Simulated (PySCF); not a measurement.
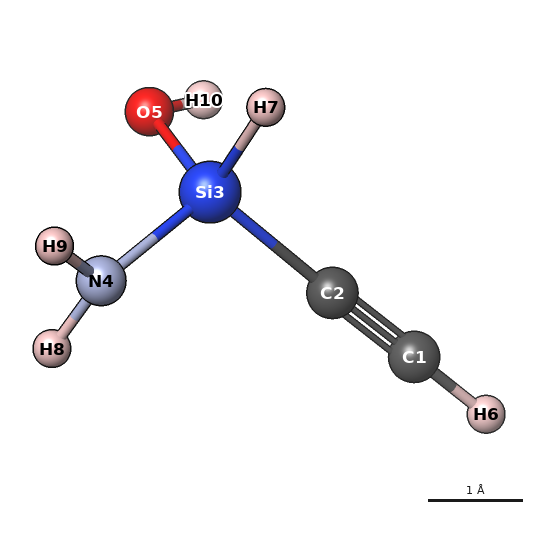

The atoms are numbered. The computed structure is the end point of a PBE0-D3(BJ)/def2-SVP optimisation. No frequency run is at hand to confirm it as a minimum.

### How are the neighbours of atom 3 arranged?

Si3 has 4 neighbours (C2 at 1.84, N4 at 1.71, O5 at 1.67, H7 at 1.49 Å); the arrangement is tetrahedral.

### What is the geometry at C2?

C2 has 2 neighbours (C1 at 1.22, Si3 at 1.84 Å); the arrangement is linear.

### What is the geometry at O5?

O5 has 2 neighbours (Si3 at 1.67, H10 at 0.96 Å); the arrangement is bent.

### How are the neighbours of atom 1 arranged?

C1 has 2 neighbours (C2 at 1.22, H6 at 1.08 Å); the arrangement is linear.
